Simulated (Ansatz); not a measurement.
## CdSe, response to strain

Consider CdSe in the zinc blende structure (space group F-43m, No. 216).

```xyz
2
Lattice="0.0000 3.0666 3.0666 3.0666 0.0000 3.0666 3.0666 3.0666 0.0000" Properties=species:S:1:pos:R:3 pbc="T T T"
Se     4.6000     4.6000     4.6000
Cd     0.0000     0.0000     0.0000
```

Strains are applied to the cell and any free atomic positions relax.

The values are results of r2SCAN (Ansatz, a quantum-chemistry and plane-wave program; PAW; 500 eV plane waves; no SOC), not measurements.

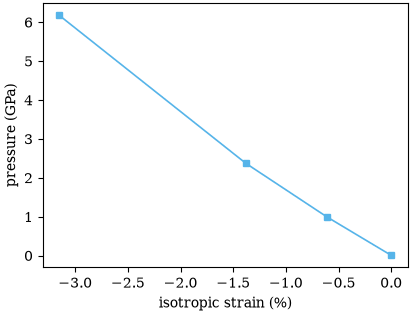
Figure. Pressure against isotropic strain

```csv
isotropic strain (%),pressure
-3.15,6.17 GPa
-1.38,2.37 GPa
-0.61,0.99 GPa
```

Stability against distortions was not tested.
